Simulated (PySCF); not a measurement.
## Electronic structure of C3H2F3OS (SMILES FC(F)(F)O/C=C\[S-]) (charge −1) in real space

```
atom    x (Å)    y (Å)    z (Å)
   F   2.4652  -0.8661  -0.7283
   C   1.3327  -0.6907  -0.0191
   F   1.1936  -1.8732   0.6770
   F   1.6445   0.1953   0.9489
   O   0.3438  -0.4112  -0.7894
   C  -0.8920  -0.1265  -0.0893
   C  -1.4573   1.0960  -0.0874
   S  -0.9372   2.5150  -0.8277
   H  -1.2845  -0.9870   0.4336
   H  -2.3998   1.1530   0.4591
```

Geometry: GFN2-xTB, NEB image 0 of 0 to 8.

These are results of PBE0/pcSseg-1, SCF density, gas phase, non-relativistic in PySCF 2.14.0, not measurements.

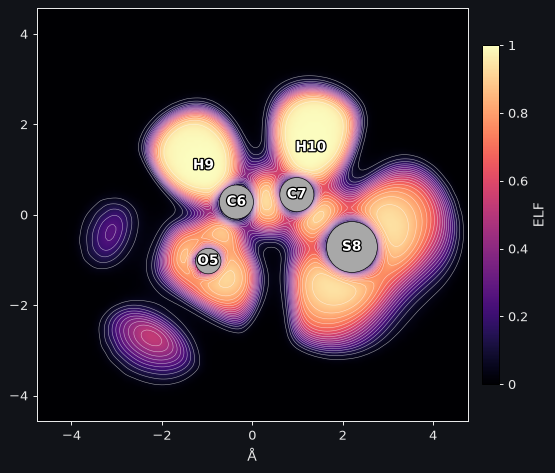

Figure 1. Electron localisation function on the plane of atoms C7, C6 and H9. Grey discs cover the atomic cores.

> Describe what can be read from this map.

Atoms in the plane: O, C, S and H. C–C (1.35 Å): the ELF peaks at about 0.95 between the atoms; a covalent bond. C–S (1.68 Å): the ELF peaks at about 0.90 between the atoms; localised, covalent bonding. C–H (1.08 Å): the ELF climbs to about 1 towards the hydrogen, as it does in any bond to H: a covalent bond by its length. C–O (1.45 Å): the ELF peaks at about 0.90 between the atoms, as expected for a polar covalent bond. The ELF also peaks beside S8 and O5, away from the bonds: lone-pair regions.

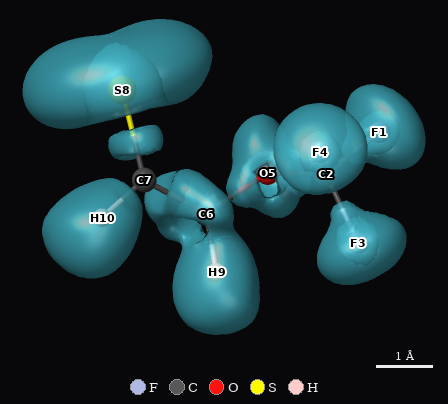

Figure 2. Isosurface of the electron localisation function at 0.75 (cyan), seen across its widest extent. Core shells and regions of very low density are left out.

> What do the ELF domains correspond to?

The ELF exceeds this value in one region between bonded C–S atoms (shared pairs), two regions around hydrogen nuclei, three regions on F in which the atom's valence shell and bonds are merged, one region on O in which the atom's valence shell and bonds are merged and one ring or bowl of non-bonding electrons around S. Along the contacts the grid gives the following. C–O (1.28 Å): the ELF peaks at about 0.90 between the atoms (a short, strongly polar bond).
